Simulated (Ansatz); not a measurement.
CH₂NTe: several calculations on one system

**1. Relaxation**

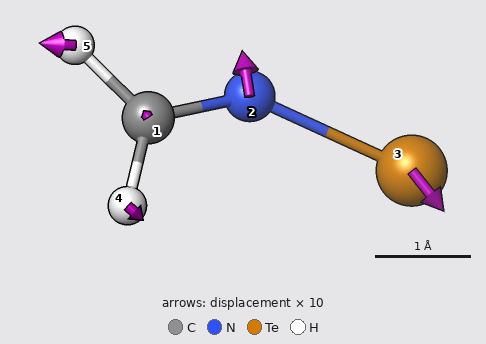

A relaxation of CH2NTe (multiplicity 2). The starting structure is drawn; purple arrows show the displacements, magnified 10 times. The two geometries are superimposed by the best rigid fit.

A ball-and-stick model, seen at a tilt.

The run prepares an end point of a later path (torsion) calculation, from a guessed geometry.

Level of theory: UKS B3LYP/def2-SVP in Ansatz.

Input file:
```yaml
crystal:
  periodic: [false, false, false]
  atoms:
    - { symbol: C, position_ang: [-0.4336, 0.33558, -0.28888] }
    - { symbol: "N", position_ang: [0.67712, 0.04564, 0.20577] }
    - { symbol: Te, position_ang: [1.62098, -1.35975, 1.12464] }
    - { symbol: H, position_ang: [-1.29477, -0.33103, -0.29675] }
    - { symbol: H, position_ang: [-0.56974, 1.30955, -0.74478] }
magnetization:
  spin_polarized: true
  initial_magnetization: 1
basis:
  gaussian: { orbitals: def2-SVP }
hamiltonian:
  xc: b3lyp
relax:
  f_tol: 0.015
  max_steps: 40
```

Run as
```bash
ansatz run input.yaml --threads 1 --pin off --max-ram 2048MiB --backend cpu --events-out ev --progress --plain --runs-dir out
```

> What happened in the run?

The energy falls by 6.37 kJ/mol in 5 accepted moves (6 points after the start). The largest force component goes from 1 to 0.0091 eV/Å. The line search rejected the trial step at point 5 of the run. The atom that moves furthest after the best rigid fit is Te3 (0.056 Å). Largest moves by element: Te 0.056 Å, N 0.053 Å, H 0.042 Å, C 0.010 Å. Near-neighbour distances that change, for instance: N2–Te3 1.926 → 1.999 Å, C1–H5 1.084 → 1.104 Å, C1–H4 1.089 → 1.106 Å, C1–N2 1.250 → 1.263 Å. Among the angles between lasting bonds that change: C1–N2–Te3 142.5° → 138.4°.

**2. Relaxation**

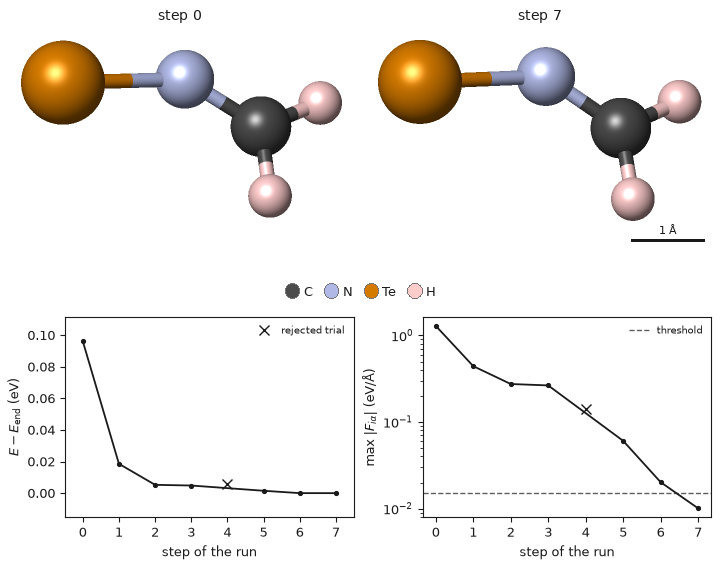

First and last geometry of a relaxation of CH2NTe (multiplicity 2), with the history of the run. Style: ball-and-stick. Shown at a tilt.

The run prepares an end point of a later path (torsion) calculation, from a guessed geometry.

The calculation used Ansatz, UKS B3LYP/def2-SVP. Set-up: collinear spin; force threshold 0.015 eV/Å; at most 40 steps.

Q: Read the history and describe the run.

A: It converged. An H atom moves most after the best rigid fit: 0.059 Å. Largest moves by element: H 0.059 Å, N 0.050 Å, Te 0.047 Å, C 0.024 Å. Among the contacts that change: N–Te 1.926 → 2.000 Å, C–H 1.084 → 1.106 Å, C–N 1.250 → 1.263 Å. Among the angles between lasting bonds that change: N–C–H 119.1° → 124.6°, N–C–H 124.3° → 118.9°, C–N–Te 142.5° → 138.3°. After 6 accepted moves (7 points after the start) the energy has fallen by 0.096 eV. Largest force component: 1.3 eV/Å at the start, 0.01 eV/Å at the end. The line search rejected the trial step at point 4 of the run.

| step | E − E(0), eV | largest force component, eV/Å | note |
| --- | --- | --- | --- |
| 0 | 0.0000 | 1.2912 |  |
| 1 | -0.0777 | 0.4422 |  |
| 2 | -0.0910 | 0.2750 |  |
| 3 | -0.0915 | 0.2648 |  |
| 4 | -0.0904 | 0.1419 | rejected |
| 5 | -0.0948 | 0.0606 |  |
| 6 | -0.0963 | 0.0202 |  |
| 7 | -0.0963 | 0.0101 |  |

**3. Path**

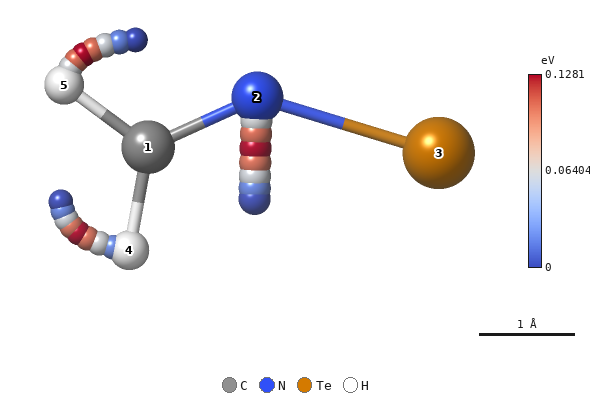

NEB run on CH2NTe (multiplicity 2). Images are numbered from 0 (start) to 8 (end). The start is drawn whole; smaller spheres mark the moving atoms (N, H) in the later images, joined by lines and coloured by the energy of the image relative to the start. Style: ball-and-stick. Shown face on.

All numbers below come from Ansatz 0.2.0, UKS B3LYP/def2-SVP.

The input:
```yaml
crystal:
  periodic: [false, false, false]
  atoms:
    - { symbol: C, position_ang: [-0.432925, 0.344816, -0.292069] }
    - { symbol: "N", position_ang: [0.703087, 0.090944, 0.198411] }
    - { symbol: Te, position_ang: [1.622169, -1.411307, 1.145215] }
    - { symbol: H, position_ang: [-1.290961, -0.35275, -0.28634] }
    - { symbol: H, position_ang: [-0.60138, 1.328287, -0.765216] }
magnetization:
  spin_polarized: true
  initial_magnetization: 1
basis:
  gaussian: { orbitals: def2-SVP }
hamiltonian:
  xc: b3lyp
neb:
  order_check: false
  images: 7
  f_tol: 0.05
  max_iterations: 44
  initial_path: idpp
  final_atoms:
    - { symbol: C, position_ang: [-0.51119266, 0.23676505, -0.27266011] }
    - { symbol: "N", position_ang: [0.17698053, -0.63511382, 0.32901648] }
    - { symbol: Te, position_ang: [2.03364147, -0.8420515, 1.04269972] }
    - { symbol: H, position_ang: [-1.56015404, 0.00579124, -0.52921916] }
    - { symbol: H, position_ang: [-0.13928529, 1.23459902, -0.56983592] }
```

Command:
```bash
ansatz run input.yaml --threads 1 --pin off --max-ram 2048MiB --backend cpu --events-out ev --progress --plain --runs-dir out
```

Question: What moves, how far, and at what cost in energy?

Answer: The motion is an in-plane inversion: the angle C1–N2–Te3 opens from 138° to 180° on the way and closes on the other side (138° at the end). No bond forms or breaks between the ends. Among the angles between lasting bonds that change up to the highest image: C1–N2–Te3 138.4° → 179.9°, N2–C1–H5 118.9° → 121.8°. The barrier is about 0.128 eV in both directions, with image 4 at the top; the ends have the same energy. The band is converged.
